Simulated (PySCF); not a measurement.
The calculation's input:

```
mol = gto.M(atom='''
W     -0.00000    -0.00000     0.11918
O     -0.00000    -0.00000     1.86123
F      0.00000     0.00000    -1.85047
F      1.89812    -0.00000    -0.03683
F      0.00000     1.89812    -0.03683
F     -1.89812     0.00000    -0.03683
F     -0.00000    -1.89812    -0.03683''',
    basis={'W': 'def2-SVP', 'O': 'def2-SVP', 'F': 'def2-SVP'},
    ecp={'W': 'def2-SVP'},
    charge=-1, spin=0)
mf = dft.RKS(mol, xc='TPSS')
mf.grids.atom_grid = (75, 302)  # f atoms: at least (60, 302), unpruned
mf = mf.density_fit()  # W def2-universal-JKFIT, O def2-universal-JKFIT, F def2-universal-JKFIT
mf.conv_tol = 1e-09; mf.max_cycle = 55
mf.kernel(dm0)
```

Command:

```sh
OMP_NUM_THREADS=2 python run.py
```

Core potentials replace the inner electrons of W.

Level of theory: RKS TPSS, W def2-SVP with ECP60, O def2-SVP, F def2-SVP; non-relativistic Hamiltonian with scalar-relativistic core potentials where named; density fitting in PySCF.

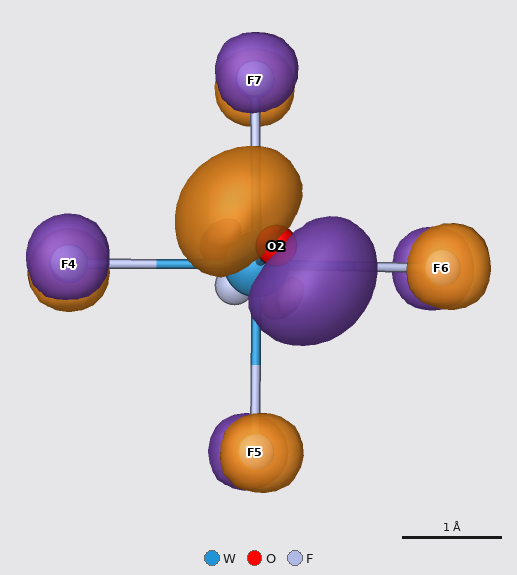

F₅OW (charge −1). The HOMO−1 at ±0.2 Å⁻³ᐟ² (orange and purple are the two phases), seen across its widest extent.

> Where does this orbital lie, and at what energy?

It lies mainly on O2 (about 50 %), W1 (about 10 %), F4 (about 10 %), F5 (about 10 %), F7 (about 10 %) and F6 (about 10 %); largely a combination of lone pairs on O2, F4, F5, F7 and F6. It is one of a degenerate set, so its orientation is arbitrary. Its energy is −3.36 eV.
